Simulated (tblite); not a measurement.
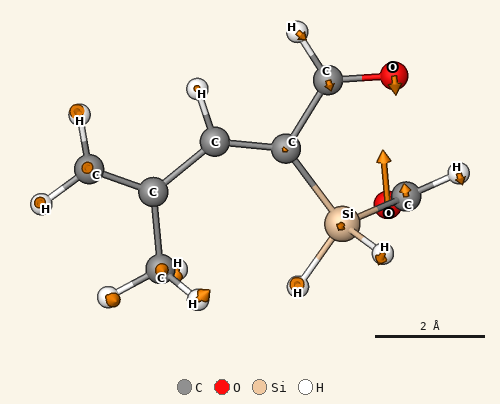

This is a relaxation of C7H10O2Si. The starting structure is drawn; orange arrows show the displacements, at their true length. The two geometries are superimposed by the best rigid fit.

The picture is a ball-and-stick view, seen at a tilt.

These are results of tblite 0.8.0, GFN2-xTB geometry optimisation, gas phase, not measurements. 

Q: Describe the change and its energy.

A: After 157 geometry steps the energy has fallen by 0.325 eV. The largest move after the best rigid fit is that of an O atom, 1.08 Å. Largest moves by element: O 1.08 Å, H 0.64 Å, C 0.35 Å, Si 0.18 Å. Some distances before and after: C–Si 1.841 → 1.900 Å, C–Si 1.876 → 1.922 Å, C–C 1.498 → 1.455 Å, C–C 1.468 → 1.445 Å. Among the angles between lasting bonds that change: C–Si–C 113.1° → 102.2°, H–Si–H 103.1° → 113.3°, C–C–Si 112.8° → 107.3°. Groups turn about C–Si by about 30°. The run took 1.4 s on 1 thread of Arm Neoverse V1, with other jobs on the host.
